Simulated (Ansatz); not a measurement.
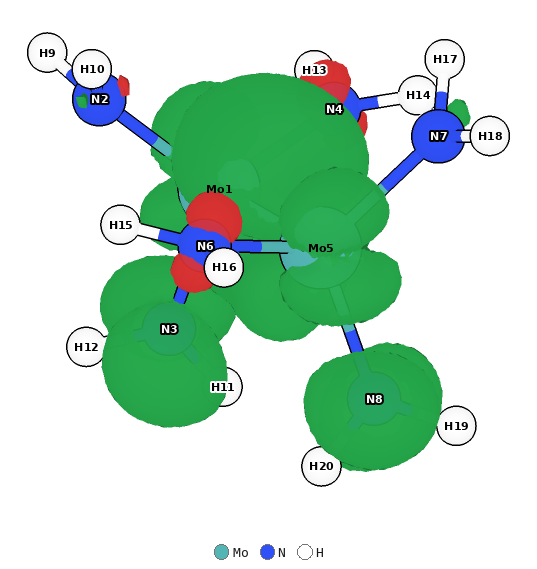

The picture shows: H$_{12}$Mo$_{2}$N$_{6}$ (charge +1, doublet). Isosurfaces of the spin density (α minus β) at +0.015 (green) and −0.015 e/Å³ (red), seen at an oblique angle.

Geometry: PBE-D4/def2-SVP; core potentials replace the inner electrons of Mo.

The calculation used UKS PBE0-D4/def2-TZVP (Ansatz 0.2.0).

```yaml
atoms:
  - { symbol: Mo, position_ang: [-0.2647, -0.6862, 0.8950] }
  - { symbol: N, position_ang: [-2.1637, -0.4562, 1.0806] }
  - { symbol: N, position_ang: [0.7808, 0.0064, 2.3881] }
  - { symbol: N, position_ang: [0.3383, -2.3975, 0.2437] }
  - { symbol: Mo, position_ang: [0.2786, 0.6883, -0.8857] }
  - { symbol: N, position_ang: [-1.1195, 2.0126, -0.7751] }
  - { symbol: N, position_ang: [0.2253, -0.4870, -2.4060] }
  - { symbol: N, position_ang: [2.0533, 1.3704, -0.4594] }
  - { symbol: H, position_ang: [-2.6971, -1.0619, 1.7229] }
  - { symbol: H, position_ang: [-2.8162, -0.0053, 0.4244] }
  - { symbol: H, position_ang: [1.8076, -0.0278, 2.4391] }
  - { symbol: H, position_ang: [0.3880, 0.2739, 3.3003] }
  - { symbol: H, position_ang: [0.2129, -3.2449, 0.8168] }
  - { symbol: H, position_ang: [0.7808, -2.6461, -0.6485] }
  - { symbol: H, position_ang: [-1.8968, 2.0989, -0.1107] }
  - { symbol: H, position_ang: [-1.1624, 2.7818, -1.4596] }
  - { symbol: H, position_ang: [-0.1633, -1.4385, -2.4619] }
  - { symbol: H, position_ang: [0.3018, -0.0997, -3.3591] }
  - { symbol: H, position_ang: [2.8565, 1.3572, -1.1018] }
  - { symbol: H, position_ang: [2.2600, 1.9615, 0.3566] }
```

Question: Which atoms carry the spin?

Answer: The unpaired spin (1 electron) lies mostly on Mo1 (about 0.3), Mo5 (about 0.3), N3 (about 0.2) and N8 (about 0.2), in electrons by Hirshfeld's partition.
